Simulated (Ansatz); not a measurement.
# Palladium, beta-Sn type under PBEsol: structure, energy and stiffness

What does PBEsol give for palladium in the beta-Sn type structure? We relax it, solve it on a dense k-mesh, then scale the cell to 7 volumes from 88 to 112 % of the relaxed one and try a fit of the equation of state. The start is antiferromagnetic (alternate layers). The k-meshes are 13×13×9 for the relaxation; 23×23×22 for the dense run; 16×16×15 for the volumes.

Method: DFT PBEsol, plane waves (420 eV) with PAW, scalar-relativistic; PAW files made under PBE, frozen cores solved again for the functional, in Ansatz 0.2.0.

## Step 1: The system as given

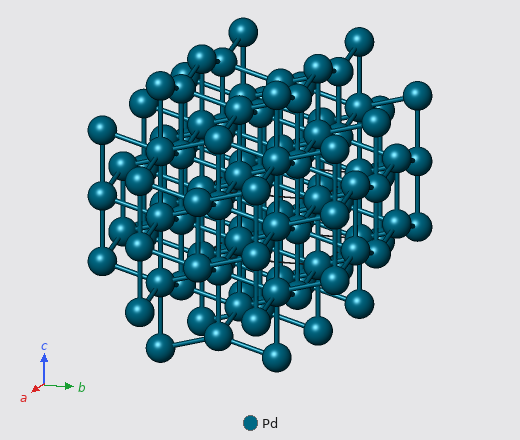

Start, viewed slightly off an axis; palladium blue. 2×1×2 conventional cells are drawn; the run uses a primitive one. Any atoms on the faces are drawn again on the opposite ones, and bonded neighbours outside are added.

Coordinates:

```cif
data_structure
_symmetry_space_group_name_H-M 'I4_1/amd:1'
_symmetry_Int_Tables_number 141
_cell_length_a 4.8372
_cell_length_b 4.8372
_cell_length_c 2.6411
_cell_angle_alpha 90.000
_cell_angle_beta 90.000
_cell_angle_gamma 90.000
_cell_volume 61.80
loop_
_atom_site_label
_atom_site_type_symbol
_atom_site_symmetry_multiplicity
_atom_site_Wyckoff_symbol
_atom_site_fract_x
_atom_site_fract_y
_atom_site_fract_z
_atom_site_occupancy
Pd1 Pd 4 a 0.00000 0.00000 0.00000 1
```

The atoms start with moments of +0.5, -0.5 μB.

## Step 2: Relaxing cell and atoms

input.yaml

```yaml
crystal:
  lattice:
    - [-2.4185932053, 2.4185932053, 1.3205518901]
    - [2.4185932053, -2.4185932053, 1.3205518901]
    - [2.4185932053, 2.4185932053, -1.3205518901]
  atoms:
    - { symbol: Pd, position: [0.0, 0.0, 0.0], spin: 0.5 }
    - { symbol: Pd, position: [0.75, 0.25, 0.5], spin: -0.5 }
hamiltonian:
  xc: pbesol
  pseudopotentials:
    kind: paw
    azcp:
      Pd: "pseudopotentials/Pd.paw.azcp"
basis:
  ecutwfc: 420
  fft_grid_basis: typed
kpoints:
  mp_grid: { grid: [13, 13, 9], shift: [0, 0, 0] }
magnetization:
  spin_polarized: true
scf:
  occupations: { method: fermi_dirac, width: 0.05 }
relax:
  max_steps: 60
  f_tol: 0.01
  cell: {}
```

The run is started by

```
$ ansatz run input.yaml --threads 2 --pin off --max-ram 5120MiB --backend cpu --events-out ev --progress --plain --runs-dir out
```

Standard output:

```text
Warning: <dir> the record states the generating functional pbe (its physics header spells it `PBE`), which answers neither for hamiltonian.xc's functional nor for the pbesol family's — results may be inconsistent (PPs are generated against a specific XC)
Warning: crystal.symmetry: narrowed to the stabiliser of the k-point mesh — unitary ops 8 → 2; excluded 6 operations that carry a point of the 13×13×9 mesh (shift [0, 0, 0]) off the mesh (the run samples exactly the mesh kpoints.mp_grid names, as under crystal.symmetry.detect: false, and its converged state has the mesh's symmetry, not the crystal's; ε∞, the Born charges and the force constants of a linear response (`dielectric:` by the response, `phonons.method: dfpt`) are averaged over those of the crystal's operations that the state keeps within a tolerance, where `mesh_tensors`, `unaveraged_element` or `gamma_mean_max_change_ev_ang2` stands beside them; a row that `dielectric.field_direction` solves alone is averaged likewise, with nothing beside; a Γ-centred mesh of equal divisions is mapped onto itself by every operation and keeps the whole group, as does a half-shifted one under kpoints.further_shifts: images)
Warning: RAYON_NUM_THREADS=2 ignored (pool sized by the plan → 2); use --threads N
Engine: ansatz 0.2.0, aarch64-unknown-linux-gnu
Pseudopotentials: kind: paw
Pseudopotential: Pd, paw, valence charge 18, recommended cutoff 420 eV (normal), <dir>
Functional definition: PBEsol
  exchange = pbesol_x
  correlation = pbesol_c
Crystal: 2 atoms, lattice volume = 30.899 Å³
Basis set: ecut = 420 eV, 601 PW (Γ), exchange–correlation on 50×50×50 points (8 copies of the dense FFT grid, shifted against one another)
Bands: 23, of which v1, the nominal top of the filled ones, is band 18 counted from 1 (17 counted from 0)
Symmetry: 2 space group operations
k-points: 413 of 1521 (time reversal used)
Non-local potential: Pd, projectors of the file, l = 0: 2, l = 1: 2, l = 2: 2, l = 3: 1
PAW form: soft (Blöchl's): semilocal exchange-correlation on the pseudo side does not see the compensation charge
PAW frozen core: Pd, regenerated for the run's functional, and the local potential with it (the file was generated under x = pbe(κ = 0.804, μ = 0.2195149727645171), c = pbe(β = 0.06672455060314922))
PAW one-centre angular grid: Pd, 590 points (default); XC on 64 Gauss nodes
Initial density: superposition of atomic densities (chi_scale 0.1, normalization cell)
Starting moments: Σ|m| = 1 μB on 2 of 2 sites
Initial wavefunctions: pseudopotential atomic-orbital guess
Functional: x = pbesol(κ = 0.804, μ = 0.12345679012345678), c = pbesol(β = 0.046)
SCF iter   1: F=—  HF=-13814.587873 eV  |F-HF|=—  |Δ(HF+E_count)|=         —  Δρ=8.54e-2 (↑8.54e-2 ↓8.54e-2)  dr2=8.07e0  dr2_m=2.18e-1  M=0.000 μB ∫|m|=0.218 μB  β_m=0.30  ethr=3.10e-3  ⟨swp⟩=5.3  Hψ=78228  notcnv=0
preconditioner: auto → Kerker (q_TF=auto, 2.799 Å⁻¹)  [metal: Δε(μ)=0.002 eV  Ē_g=9.836 eV  σ=0.050 eV  W_gap=0.01  n_scr=16 (ndim 8)  ℏωp=29.9 eV  f_vac=0.000  D(μ)=2.73/eV (n_scr^D=36)]
spin=Collinear: Kerker preconditioning applied to the charge; magnetization (m = ρ↑ − ρ↓) channel mixes plain (no charge-response kernel on spin).
SCF iter   2: F=—  HF=-13813.161931 eV  |F-HF|=—  |Δ(HF+E_count)|=    1.43e0  Δρ=5.12e-2 (↑5.12e-2 ↓5.12e-2)  dr2=2.69e0  dr2_m=1.28e-1  M=0.000 μB ∫|m|=0.165 μB  β_m=0.30  ethr=3.10e-3  ⟨swp⟩=2.1  Hψ=36839  notcnv=0  defer=182
SCF iter   3: F=—  HF=-13812.467192 eV  |F-HF|=—  |Δ(HF+E_count)|=   6.95e-1  Δρ=2.23e-2 (↑2.23e-2 ↓2.23e-2)  dr2=1.27e-1  dr2_m=7.53e-2  M=0.000 μB ∫|m|=0.121 μB  β_m=0.30  ethr=3.10e-3  ⟨swp⟩=2.1  Hψ=31824  notcnv=0  defer=182
SCF iter   4: F=—  HF=-13812.459614 eV  |F-HF|=—  |Δ(HF+E_count)|=   7.58e-3  Δρ=1.28e-2 (↑1.28e-2 ↓1.28e-2)  dr2=4.81e-3  dr2_m=4.42e-2  M=0.000 μB ∫|m|=0.092 μB  β_m=0.30  ethr=3.53e-4  ⟨swp⟩=2.0  Hψ=42696  notcnv=0  defer=256
SCF iter   5: F=—  HF=-13812.465263 eV  |F-HF|=—  |Δ(HF+E_count)|=   5.65e-3  Δρ=9.79e-3 (↑9.79e-3 ↓9.79e-3)  dr2=2.24e-3  dr2_m=2.57e-2  M=0.000 μB ∫|m|=0.071 μB  β_m=0.30  ethr=1.34e-5  ⟨swp⟩=1.0  Hψ=18742  notcnv=0  defer=256
SCF iter   6: F=—  HF=-13812.468285 eV  |F-HF|=—  |Δ(HF+E_count)|=   3.02e-3  Δρ=7.29e-3 (↑7.29e-3 ↓7.29e-3)  dr2=4.59e-5  dr2_m=1.50e-2  M=0.000 μB ∫|m|=0.054 μB  β_m=0.30  ethr=6.22e-6  ⟨swp⟩=2.9  Hψ=33682  notcnv=0  defer=256
SCF iter   7: F=—  HF=-13812.470117 eV  |F-HF|=—  |Δ(HF+E_count)|=   1.83e-3  Δρ=5.57e-3 (↑5.57e-3 ↓5.57e-3)  dr2=2.55e-5  dr2_m=8.78e-3  M=0.000 μB ∫|m|=0.042 μB  β_m=0.30  ethr=1.27e-7  ⟨swp⟩=2.0  Hψ=27019  notcnv=0  defer=256
Mixer restart at iter 7: flushing history
spin-set hold released at iteration 7 (site moments contracting): the magnetisation degrees of freedom join the quasi-Newton model from the next iteration; the mixer history was flushed
SCF iter   8: F=—  HF=-13812.471190 eV  |F-HF|=—  |Δ(HF+E_count)|=   1.07e-3  Δρ=4.26e-3 (↑4.26e-3 ↓4.26e-3)  dr2=1.87e-5  dr2_m=5.14e-3  M=0.000 μB ∫|m|=0.032 μB  β_m=0.65  ethr=7.10e-8  ⟨swp⟩=2.0  Hψ=27473  notcnv=0  defer=256
SCF iter   9: F=—  HF=-13812.472728 eV  |F-HF|=—  |Δ(HF+E_count)|=   1.54e-3  Δρ=1.21e-4 (↑1.21e-4 ↓1.21e-4)  dr2=2.20e-6  dr2_m=3.46e-6  M=0.000 μB ∫|m|=0.001 μB  β_m=0.75  ethr=5.20e-8  ⟨swp⟩=3.0  Hψ=38887  notcnv=0  defer=256
SCF iter  10: F=—  HF=-13812.472730 eV  |F-HF|=—  |Δ(HF+E_count)|=   2.00e-6  Δρ=4.25e-5 (↑4.22e-5 ↓4.25e-5)  dr2=8.56e-8  dr2_m=4.79e-7  M=0.000 μB ∫|m|=0.000 μB  β_m=0.88  ethr=2.78e-10  ⟨swp⟩=2.4  Hψ=67089  notcnv=0
SCF iter  11: F=—  HF=-13812.472730 eV  |F-HF|=—  |Δ(HF+E_count)|=   2.58e-7  Δρ=8.26e-6 (↑8.26e-6 ↓7.84e-6)  dr2=4.00e-8  dr2_m=6.60e-9  M=0.000 μB ∫|m|=0.000 μB  β_m=0.85  ethr=2.38e-10  ⟨swp⟩=3.9  Hψ=55108  notcnv=0
SCF iter  12: F=—  HF=-13812.472730 eV  |F-HF|=—  |Δ(HF+E_count)|=   5.62e-9  Δρ=2.24e-6 (↑2.19e-6 ↓2.24e-6)  dr2=6.13e-9  dr2_m=1.34e-10  M=0.000 μB ∫|m|=0.000 μB  β_m=0.92  ethr=1.11e-10  ⟨swp⟩=3.0  Hψ=52221  notcnv=0
SCF iter  13: F=-13812.472730 eV  HF=-13812.472730 eV  |F-HF|=4.43e-9  |Δ(HF+E_count)|=  1.36e-10  Δρ=1.82e-6 (↑1.74e-6 ↓1.82e-6)  dr2=5.02e-9  dr2_m=1.88e-12  M=0.000 μB ∫|m|=0.000 μB  ethr=1.70e-11  ⟨swp⟩=3.0  Hψ=44279  notcnv=0
WARN: the starting moments were not kept: the SCF closed with an absolute magnetisation of 6.6e-7 μB, where they sum to 1 μB in size (2 sites). That is at most 0.1 of that sum. Measured as dr2_m measures the in/out step, that magnetisation stands 9.8e-14 eV from none, at or under the dr2_threshold of 1.0e-7 eV: it is no larger than a step whose dr2_m would equal this threshold. The system may hold no moment; this SCF shows only that its start led to no more than that. To try another start: raise the starting moments (crystal.atoms[].spin, magnetization.per_species, magnetization.initial_magnetization, or on a non-collinear deck that types none of these the spinor_matrix: blocks that start its atoms; where the total moment is fixed, keep their sum and leave initial_magnetization as it is; typed ones take the place of any that the run laid by itself, positive ones on a crystal's lanthanoids without a Hubbard term where scf.initial_density.shell_occupations: [] is typed) or, if the notice of its spin-set hold's release reads "site moments contracting" or "site moments show no strong build", lengthen the hold (scf.mixing.spin_hold: { on: { confirm: 4 } }; for m-r²SCAN on two components see the key's manual first). Each may lead to a state that holds a moment. A second SCF, from the converged charge density, with the starting moments and any scf.initial_density.shell_occupations laid on it anew, would have followed, and was not run: the deck does not ask for one (magnetization.retry_lost_moments is false, the default). To let it run, set magnetization.retry_lost_moments: true and run the deck again, where that key's refused combinations let it; where memory then withholds it, that run's warning says so.
SCF 1 converged in 13 iterations: F = -13812.472730 eV  dr2 = 5.02e-9
relax step   1: F+E_penalty+E_count = -13812.47272985 eV  Δ(F+E_penalty+E_count) = +0.000e0 eV  max|allowed force component| = 1.465e-4 eV/Å  Δτ_max = 0.0000 Å  P = +6.519 GPa  Ω = 30.899 Å³  (13 SCF iters, dr2 threshold 1.00e-7 eV, accepted)
[... from here on, the SCF cycles and remarks between the steps are left out, and one step in 2 is shown ...]
relax step   2: F+E_penalty+E_count = -13812.49533718 eV  Δ(F+E_penalty+E_count) = -2.261e-2 eV  max|allowed force component| = 4.752e-4 eV/Å  Δτ_max = 0.0001 Å  P = -2.202 GPa  Ω = 32.453 Å³  energy of the carried Pulay correction = -4.842e-4 eV  (8 SCF iters, dr2 threshold 2.00e-7 eV, accepted)
relax step   4: F+E_penalty+E_count = -13812.49892192 eV  Δ(F+E_penalty+E_count) = -1.926e-4 eV  max|allowed force component| = 1.381e-3 eV/Å  Δτ_max = 0.0003 Å  P = +0.043 GPa  Ω = 31.999 Å³  energy of the carried Pulay correction = -3.475e-4 eV  (5 SCF iters, dr2 threshold 2.00e-7 eV, accepted)
relax step   6: F+E_penalty+E_count = -13812.52587255 eV  Δ(F+E_penalty+E_count) = -2.243e-2 eV  max|allowed force component| = 1.120e-2 eV/Å  Δτ_max = 0.0074 Å  P = +4.448 GPa  Ω = 31.001 Å³  energy of the carried Pulay correction = -4.422e-5 eV  (7 SCF iters, dr2 threshold 2.00e-7 eV, accepted)
relax step   8: F+E_penalty+E_count = -13812.71280277 eV  Δ(F+E_penalty+E_count) = -1.114e-1 eV  max|allowed force component| = 6.309e-2 eV/Å  Δτ_max = 0.0059 Å  P = +1.465 GPa  Ω = 30.453 Å³  energy of the carried Pulay correction = +1.283e-4 eV  (7 SCF iters, dr2 threshold 2.00e-7 eV, accepted)
relax step  10: F+E_penalty+E_count = -13812.84646070 eV  Δ(F+E_penalty+E_count) = -3.870e-2 eV  max|allowed force component| = 2.146e-2 eV/Å  Δτ_max = 0.0037 Å  P = +1.533 GPa  Ω = 29.141 Å³  energy of the carried Pulay correction = +5.635e-4 eV  (11 SCF iters, dr2 threshold 2.00e-7 eV, accepted)
relax step  12: F+E_penalty+E_count = -13812.87913266 eV  Δ(F+E_penalty+E_count) = -1.132e-2 eV  max|allowed force component| = 4.952e-2 eV/Å  Δτ_max = 0.0124 Å  P = +1.547 GPa  Ω = 28.724 Å³  energy of the carried Pulay correction = +7.109e-4 eV  (8 SCF iters, dr2 threshold 2.00e-7 eV, accepted)
relax step  14: F+E_penalty+E_count = -13812.88200660 eV  Δ(F+E_penalty+E_count) = -2.874e-3 eV  max|allowed force component| = 1.297e-2 eV/Å  Δτ_max = 0.0017 Å  P = -0.541 GPa  Ω = 28.957 Å³  energy of the carried Pulay correction = +6.293e-4 eV  (9 SCF iters, accepted)
relax step  16: F+E_penalty+E_count = -13812.88236797 eV  Δ(F+E_penalty+E_count) = -7.232e-6 eV  max|allowed force component| = 5.609e-5 eV/Å  Δτ_max = 0.0000 Å  P = -0.035 GPa  Ω = 28.954 Å³  energy of the carried Pulay correction = +6.303e-4 eV  (5 SCF iters, dr2 threshold 1.30e-7 eV, accepted)
relax step  18: F+E_penalty+E_count = -13813.01817428 eV  Δ(F+E_penalty+E_count) = -1.358e-1 eV  max|allowed force component| = 7.845e-5 eV/Å  Δτ_max = 0.0000 Å  P = +6.422 GPa  Ω = 28.948 Å³  stress off target by 1.76e1 GPa  SCF on the basis re-selected at this cell (its energy is not comparable with the rows above)  (9 SCF iters)
relax step  20: F+E_penalty+E_count = -13813.15227645 eV  Δ(F+E_penalty+E_count) = -3.819e-2 eV  max|allowed force component| = 4.265e-3 eV/Å  Δτ_max = 0.0059 Å  P = +2.206 GPa  Ω = 29.216 Å³  energy of the carried Pulay correction = -1.509e-4 eV  (9 SCF iters, dr2 threshold 2.00e-7 eV, accepted)
relax step  22: F+E_penalty+E_count = -13813.15608603 eV  Δ(F+E_penalty+E_count) = -1.307e-3 eV  max|allowed force component| = 7.466e-4 eV/Å  Δτ_max = 0.0004 Å  P = -0.011 GPa  Ω = 29.525 Å³  energy of the carried Pulay correction = -2.535e-4 eV  (8 SCF iters, dr2 threshold 2.00e-7 eV, accepted)
relax step  24: F+E_penalty+E_count = -13813.15699811 eV  Δ(F+E_penalty+E_count) = -9.085e-4 eV  max|allowed force component| = 9.827e-6 eV/Å  Δτ_max = 0.0000 Å  P = +0.123 GPa  Ω = 29.523 Å³  stress off target by 3.05e-1 GPa  SCF on the basis re-selected at this cell (its energy is not comparable with the rows above)  (7 SCF iters)
relax step  26: F+E_penalty+E_count = -13813.15702927 eV  Δ(F+E_penalty+E_count) = -4.329e-6 eV  max|allowed force component| = 6.899e-5 eV/Å  Δτ_max = 0.0000 Å  P = +0.010 GPa  Ω = 29.541 Å³  stress off target by 1.81e-2 GPa  SCF on the basis re-selected at this cell (its energy is not comparable with the rows above)  (5 SCF iters)
[... 1 line left out ...]
SCF converged after 5 iterations
Magnetization: -0.0000 μB (18.0000 up, 18.0000 down)
Absolute magnetization: 0.0000 μB (∫|ρ↑−ρ↓|, with the PAW one-centre terms)
Spin contamination: 0.0000 ħ² per cell (⟨S²⟩ above its minimum at these occupations)
Per-site moments (μB) at R_I (Å): [(-3.12099176638108e-7, 1.1019938490889207), (2.9965268073056967e-7, 1.1019938490889207)]
Free energy (F): -13813.157029 eV
Harris-Foulkes:  -13813.157029 eV  (|F-HF|=1.82e-12)
Internal energy: -13813.125482 eV  (E = F + TS)
E sigma→0 (E₀):  -13813.141255 eV
Entropy (-TS):   -0.031548 eV (-15.774 meV/atom)
Fermi energy:    19.627204 eV
--- Per-component energies (eV) ---
  E_band       = -279.694988
  E_kinetic    = 1027.308129
  E_local      = -3516.361141  (includes V_loc(G=0)·N_el)
  E_nonlocal   = 438.534645
  E_hartree    = 1426.246980
  E_xc         = -335.459803
  E_vxc        = -422.474408  (∫ρ·V_xc dr)
  E_paw        = -7369.655828  (= ΣΔE_a)
  E_vpaw       = -659.196618  (= ΣTr[D̂ρ^β])
  E_aug_tail   = 0.000451  (compensation charges beyond the density's cutoff)
  E_ewald      = -5484.343964
  E_core_change = 0.605048  (= ΣΔE_core)
  E_smearing   = -0.031548  (= −TS)
  E_closure    = -0.000000  (closes the sum)
  Σ components = -13813.157029   (vs F -13813.157029, Δ=0.00e0)
--- Forces (eV/Å), atoms counted from 1 ---
  atom   1  Pd    -0.00006899     0.00006899    -0.00000000
  atom   2  Pd     0.00006900    -0.00006900     0.00000000
  max |Σ_I F_I| component: 8.31e-10 eV/Å
--- Stress (GPa, compression-positive) ---
        0.010374      -0.007697       0.001977
       -0.007697       0.010374       0.001977
        0.001977       0.001977       0.009656
  P = ⅓ Tr σ = 0.0101 GPa (0.101 kbar)
--- Relaxed structure (23 steps of the walk, 22 accepted, 3 SCFs on fresh bases) ---
  F+E_penalty+E_count = -13813.15702927 eV   max|allowed force component| = 6.899e-5 eV/Å   (the final SCF, on the basis selected at the relaxed cell)
  cell:  # Å, volume = 29.5409 Å³
    - [-3.2961693925247686, 3.293202221264003, 1.3357484723237794]
    - [3.293202221264003, -3.2961693925247686, 1.3357484723237794]
    - [1.6796147559439194, 1.6796147559439194, -1.3411828519222253]
  atoms:
    - { symbol: Pd, position: [-6.230935040896964e-5, 6.230935040896964e-5, 0.0] }
    - { symbol: Pd, position: [0.7500623093504086, 0.24993769064959107, 0.4999999999999998] }
```

Run time: 9.8 min. Hardware: 2 threads of Arm Neoverse V2, shared host; peak memory 0.75 GiB.

The steps of the relaxation:

| step | energy change (meV/atom) | largest force (eV/Å) | pressure (GPa) | volume (Å³/atom) | accepted |
| --- | --- | --- | --- | --- | --- |
| 1 | 0.00 | 0.0001 | 6.52 | 15.449 | yes |
| 2 | -11.30 | 0.0005 | -2.20 | 16.226 | yes |
| 3 | -13.00 | 0.0007 | -0.23 | 16.026 | yes |
| 4 | -13.10 | 0.0014 | 0.04 | 16.000 | yes |
| 5 | -15.36 | 0.0056 | 1.71 | 15.827 | yes |
| 6 | -26.57 | 0.0112 | 4.45 | 15.501 | yes |
| 7 | -64.32 | 0.0368 | 3.33 | 15.391 | yes |
| 8 | -120.04 | 0.0631 | 1.47 | 15.227 | yes |
| 9 | -167.52 | 0.1044 | 1.21 | 14.891 | yes |
| 10 | -186.87 | 0.0215 | 1.53 | 14.570 | yes |
| 11 | -197.54 | 0.0165 | -1.29 | 14.583 | yes |
| 12 | -203.20 | 0.0495 | 1.55 | 14.362 | yes |
| 13 | -201.94 | 0.2568 | 0.62 | 14.489 | no |
| 14 | -204.64 | 0.0130 | -0.54 | 14.479 | yes |
| 15 | -204.82 | 0.0012 | 0.13 | 14.470 | yes |
| 16 | -204.82 | 0.0001 | -0.03 | 14.477 | yes |
| 17 | -204.82 | 0.0001 | 0.00 | 14.474 | yes |
| 18 | -272.72 | 0.0001 | 6.42 | 14.474 | yes |
| 19 | -320.68 | 0.1214 | 4.16 | 14.511 | yes |
| 20 | -339.77 | 0.0043 | 2.21 | 14.608 | yes |
| 21 | -341.02 | 0.0002 | -1.50 | 14.874 | yes |
| 22 | -341.68 | 0.0007 | -0.01 | 14.762 | yes |
| 23 | -341.68 | 0.0000 | 0.00 | 14.761 | yes |
| 24 | -342.13 | 0.0000 | 0.12 | 14.761 | yes |
| 25 | -342.15 | 0.0001 | 0.01 | 14.770 | yes |
| 26 | -342.15 | 0.0001 | 0.01 | 14.770 | yes |

Steps that repeat a cell are solved on a basis chosen anew, so their changes of energy are no gain of the relaxation.

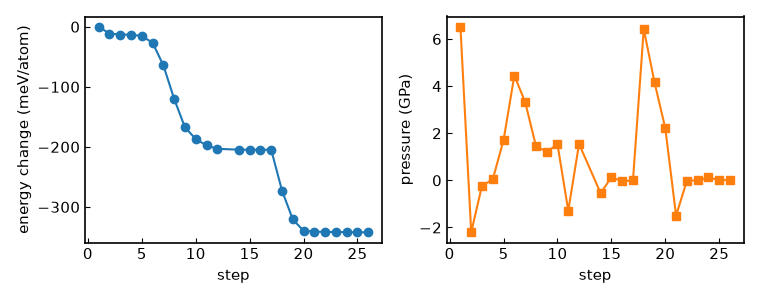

Energy and pressure over the accepted steps.

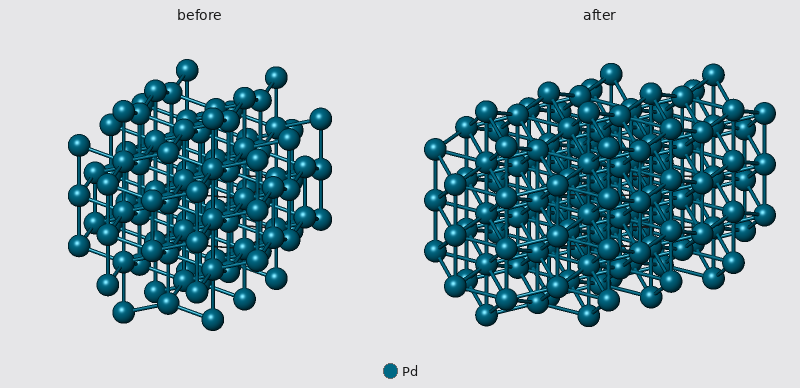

The structure before (left) and after (right), drawn at the same scale. The cells drawn are those of the first picture.

Changes in the cell that was computed:

|  | before | after | change |
| --- | --- | --- | --- |
| a (Å) | 3.666 | 4.847 | +32.2 % |
| b (Å) | 3.666 | 4.847 | +32.2 % |
| c (Å) | 3.666 | 2.728 | -25.6 % |
| α (°) | 97.45 | 97.81 | +0.4 % |
| β (°) | 97.45 | 97.81 | +0.4 % |
| γ (°) | 137.78 | 148.01 | +7.4 % |
| volume (Å³/atom) | 15.449 | 14.770 | -4.4 % |
| shortest distance (Å) | 2.507 | 2.672 | +6.6 % |
| space group (spins left aside) | I4_1/amd | C2/c | changed |

## Step 3: Single point on a dense mesh

input.yaml

```yaml
crystal:
  lattice:
    - [-3.2961693925, 3.2932022213, 1.3357484723]
    - [3.2932022213, -3.2961693925, 1.3357484723]
    - [1.6796147559, 1.6796147559, -1.3411828519]
  atoms:
    - { symbol: Pd, position: [0.9999376906, 6.23094e-05, 1.0], spin: 0.5 }
    - { symbol: Pd, position: [0.7500623094, 0.2499376906, 0.5], spin: -0.5 }
hamiltonian:
  xc: pbesol
  pseudopotentials:
    kind: paw
    azcp:
      Pd: "pseudopotentials/Pd.paw.azcp"
basis:
  ecutwfc: 420
  fft_grid_basis: typed
kpoints:
  mp_grid: { grid: [23, 23, 22], shift: [0, 0, 0] }
magnetization:
  spin_polarized: true
scf:
  occupations: { method: fermi_dirac, width: 0.05 }
```

The run is started by

```
$ ansatz run input.yaml --threads 2 --pin off --max-ram 5120MiB --backend cpu --events-out ev --progress --plain --runs-dir out
```

Standard output, cut to the lines that bear on the results:

```text
Warning: <dir> the record states the generating functional pbe (its physics header spells it `PBE`), which answers neither for hamiltonian.xc's functional nor for the pbesol family's — results may be inconsistent (PPs are generated against a specific XC)
Warning: RAYON_NUM_THREADS=2 ignored (pool sized by the plan → 2); use --threads N
[...]
[... 3 set-up lines as earlier in the session ...]
[...]
Crystal: 2 atoms, lattice volume = 29.541 Å³
Basis set: ecut = 420 eV, 581 PW (Γ)
Bands: 23, of which v1, the nominal top of the filled ones, is band 18 counted from 1 (17 counted from 0)
[... 1 set-up line as earlier in the session ...]
[...]
WARN: the starting moments were not kept: the SCF closed with an absolute magnetisation of 3.1e-6 μB, where they sum to 1 μB in size (2 sites). That is at most 0.1 of that sum. Measured as dr2_m measures the in/out step, that magnetisation stands 3.9e-12 eV from none, at or under the [...]
SCF converged after 15 iterations
Magnetization: -0.0000 μB (18.0000 up, 18.0000 down)
Absolute magnetization: 0.0000 μB (∫|ρ↑−ρ↓|, with the PAW one-centre terms)
Spin contamination: 0.0000 ħ² per cell (⟨S²⟩ above its minimum at these occupations)
Per-site moments (μB) at R_I (Å): [(-3.890142919124327e-7, 1.101993849069247), (3.249779455728277e-8, 1.101993849069247)]
Free energy (F): -13813.150034 eV
[...]
E sigma→0 (E₀):  -13813.133224 eV
Entropy (-TS):   -0.033620 eV (-16.810 meV/atom)
Fermi energy:    19.630469 eV
[...]
```

Run time: 5.2 min. Hardware: 2 threads of Arm Neoverse V2, shared host; peak memory 3.4 GiB.

[end of part 1 of 2]
